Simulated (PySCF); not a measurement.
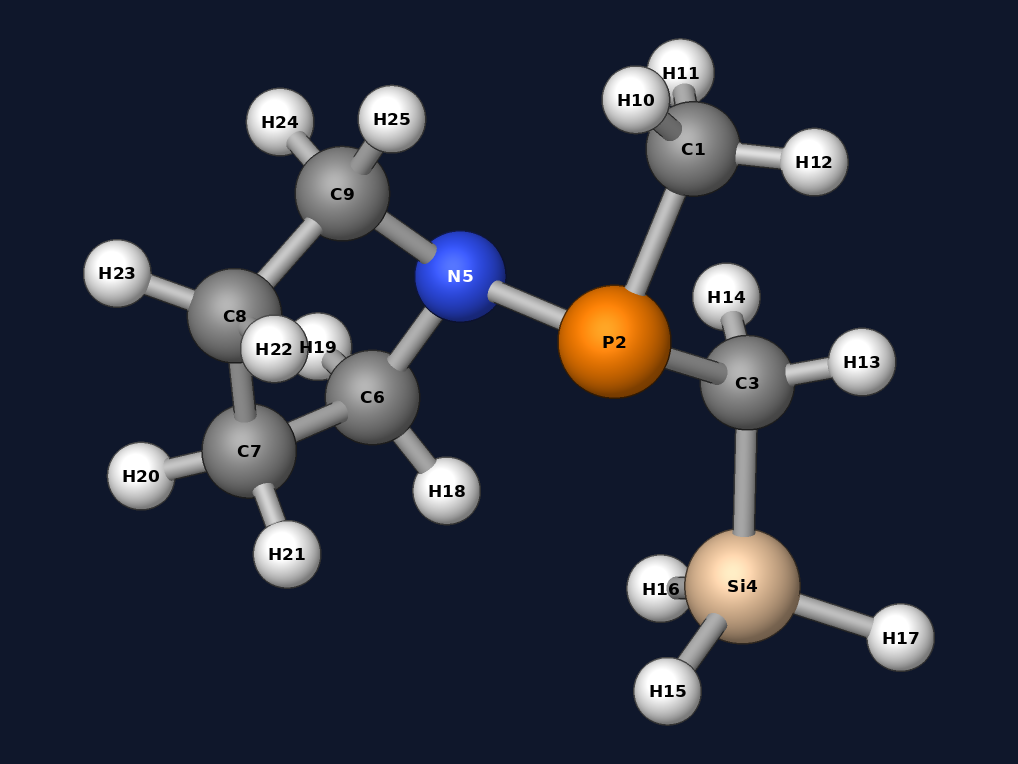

The geometry was computed by an optimisation with GFN2-xTB. No frequency run is at hand to confirm it as a minimum. Method: GIAO PBE0/pcSseg-1 NMR shielding, non-relativistic, gas phase (PySCF 2.14.0). Principal shieldings σ11 ≤ σ22 ≤ σ33, span Ω = σ33 − σ11, skew κ = 3(σiso − σ22)/Ω.

Give the shielding tensors of the P atoms.

```
atom    σ11    σ22    σ33   σiso      Ω      κ
  P2  174.7  271.9  348.4  265.0  173.7  −0.12
```

Shieldings and span in ppm.

The geometry is semi-empirical. Around P, Si such bond lengths and angles can be off by a tenth of an ångström or more and by several degrees, and values that hang on the shape move with them.
